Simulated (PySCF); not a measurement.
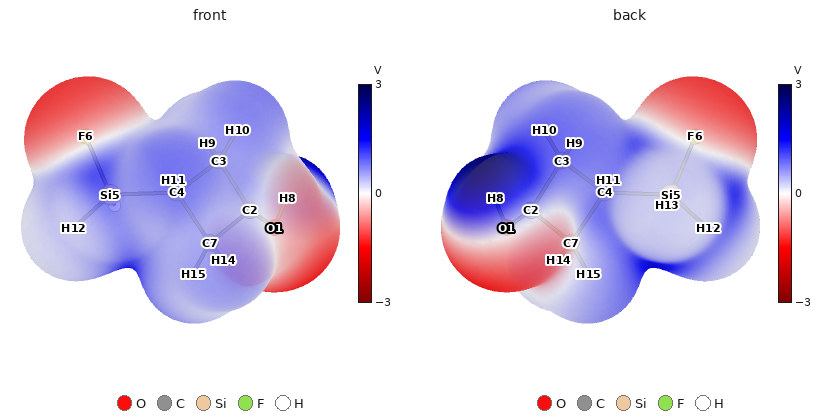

C$_{4}$H$_{8}$FOSi (SMILES O[C]1CC([SiH2]F)C1) (doublet). The molecular electrostatic potential painted on the density surface at 0.002 e/bohr³, seen from the front and from behind; red is negative and blue positive.

Geometry: GFN2-xTB.

These are results of UKS B3LYP, pcH-1 on C F H O Si, non-relativistic, mean-field spin-orbit, GIAO in PySCF, not measurements.

```xyz
15

O     2.4352   -0.2629   -0.9607
C     1.5679   -0.2446    0.1046
C     0.6955    0.9112    0.4935
C    -0.4660   -0.1014    0.6642
Si   -1.9489    0.1603   -0.4815
F    -2.6661    1.5352   -0.0340
C     0.4770   -1.2601    0.2608
H     2.7862    0.6226   -1.1045
H     0.5544    1.6714   -0.2836
H     0.9799    1.4254    1.4144
H    -0.7822   -0.1791    1.7063
H    -2.9556   -0.8780   -0.3245
H    -1.5423    0.4023   -1.8585
H     0.6418   -2.0044    1.0416
H     0.2188   -1.7901   -0.6600
```

> Where is the surface potential most negative and most positive?

The most negative region (about −1.3 V, or −30 kcal/mol for a unit charge) lies over O1, the most positive (about +2.7 V, or +62 kcal/mol for a unit charge) over H8. O1 is the likeliest acceptor of a hydrogen bond.
